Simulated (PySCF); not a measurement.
# Br4MoSe (MoSeBr4): the cost of one run

Programs: PySCF 2.14.0, with density-fitted response routines of our own. Each step states its level of theory. These are calculated values for one molecule in the gas phase, unless marked as measured. Atoms count from 0, in the outputs and in this text.

### Step 1. Starting geometry

6 atoms, charge 0, multiplicity 1; geometry from: GFN2-xTB. The atoms were then displaced at random by about 0.03 Å, so the start is not that level's minimum.

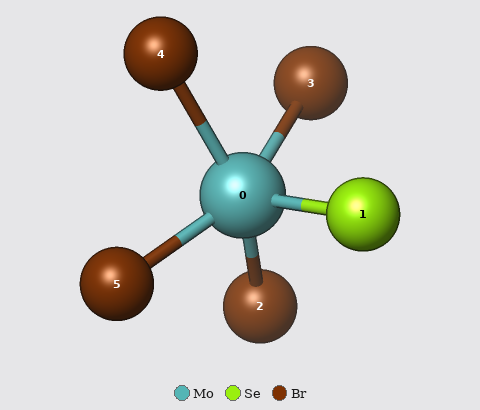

The starting geometry (molybdenum teal, selenium green, bromine brown), atoms numbered.

### Step 2. Optimising the geometry at PBE0-D3(BJ)/def2-SVP

The job: settings as JSON, then the geometry in Å.

```
{"job": {"xc": "PBE0", "basis": "def2-SVP", "d3": "d3bj", "grid": 1, "maxiter": 40, "shake": 0.03, "kind": "geom"}, "charge": 0, "multiplicity": 1}
Mo     0.061620    -0.079050     0.023120
Se    -0.012160    -0.020980     2.260590
Br     2.325530     0.011140    -0.600680
Br     0.084220     2.394540    -0.571860
Br    -2.394860    -0.028430    -0.595980
Br    -0.001220    -2.373240    -0.584480
```

The run is started by

```sh
$ OMP_NUM_THREADS=1 python probes_run.py task.json out
```

This one command runs all jobs of the session in turn.

Q: Estimate the wall time and peak memory of this first job on 1 thread of Arm Neoverse V1, shared host.

About 4.6 min, with a peak of 1.4 GiB.
